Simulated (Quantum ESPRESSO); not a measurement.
# Voltage at the next charge: Na(100), 5 layers against an electrode

**Set-up.** Quantum ESPRESSO 7.5, PBE, GBRV ultrasoft; ESM with bc3, a metal electrode 5.05 Å above the top atoms; cell area 17.893 Å²; ions fixed. V is the potential energy of an electron at the electrode over the slab's Fermi level, divided by e, so that it equals the work function at zero charge; positive charge removes electrons.

```tsv
charge (e a cell)	V (V)
0	2.603
0.0268	3.445
0.0537	4.349
```

**Question.** What is V at a charge of 0.1074 e, and what capacitance do the rows imply?

**Worked estimate.** The last two rows give dV/dq = (4.349 − 3.445)/(0.0537 − 0.0268) = 33.6 V/e, so C = 1602/(17.893 × 33.6) = 2.66 µF/cm², an effective gap of 8.854/2.66 = 3.32 Å. At constant C, V = 4.349 + 33.6 × 0.0537 = 6.15 V.

**Check.** V = 6.293 V; the estimate misses by −0.14 V, 7.2 % of the step. Over the three intervals C goes 2.85, 2.66 and 2.47 µF/cm²: it falls as electrons leave, the surface charge drawing back towards the atoms.

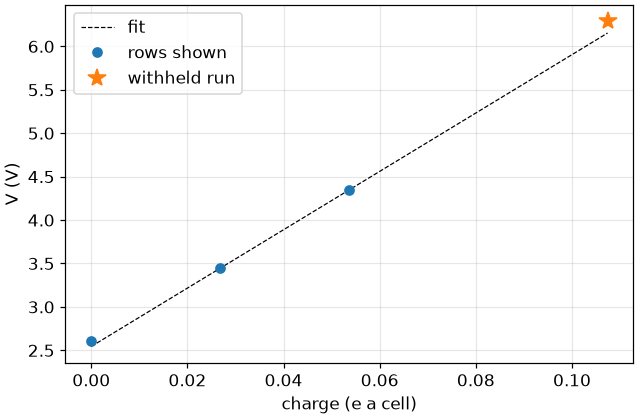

The rows shown, the fit and the withheld run.

Caveats: Vacuum fills the gap; a dielectric or electrolyte would change C. The slab is thin.

[Logs are printed without paths, hosts, clocks, repeated set-up lines and the standing remarks that a program may print on its own settings, such as how far it seeks lower states.]
